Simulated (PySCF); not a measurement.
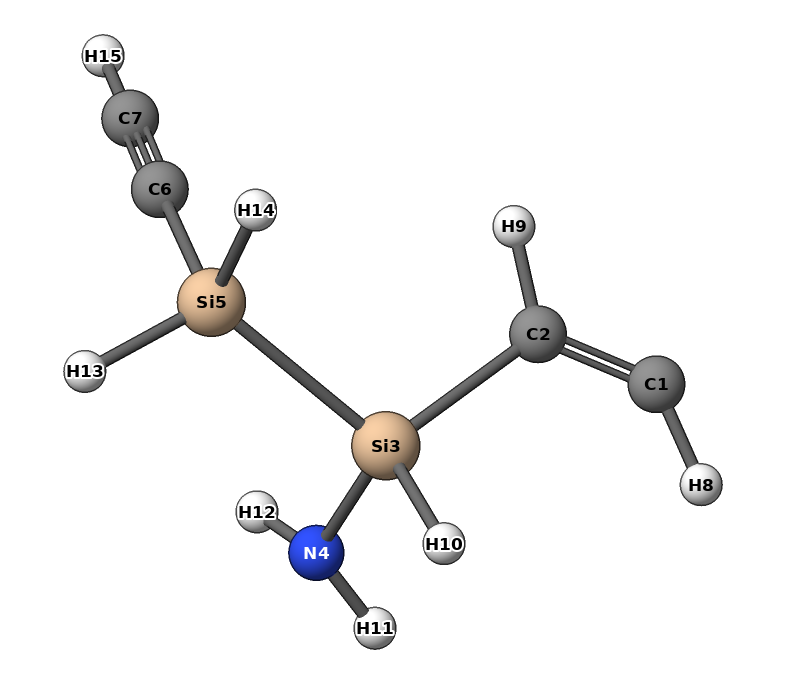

The questions are on Mulliken spin populations. The species is neutral and a spin doublet. Computed geometry: GFN2-xTB optimisation. No frequency run is at hand to confirm it as a minimum. Level of theory: UKS B3LYP, pcH-1 on C H N Si, non-relativistic (PySCF 2.14.0).

> Which atom carries the largest spin population?

C1 (0.94 e).

> Which atom has the lowest spin population?

C2 (−0.15 e); a negative value comes from spin polarisation.

Give the Mulliken spin populations atom by atom.

| atom | value (e) |
| --- | --- |
| C1 | 0.94 |
| C2 | −0.15 |
| Si3 | 0.09 |
| N4 | 0.01 |
| Si5 | 0.03 |
| C6 | 0.00 |
| C7 | 0.00 |
| H8 | 0.01 |
| H9 | 0.06 |
| H10 | 0.00 |
| H11 | 0.00 |
| H12 | 0.00 |
| H13 | 0.01 |
| H14 | 0.00 |
| H15 | 0.00 |

Mulliken values depend strongly on the basis set. The geometry is semi-empirical. Around Si such bond lengths and angles can be off by a tenth of an ångström or more and by several degrees, and values that hang on the shape move with them.
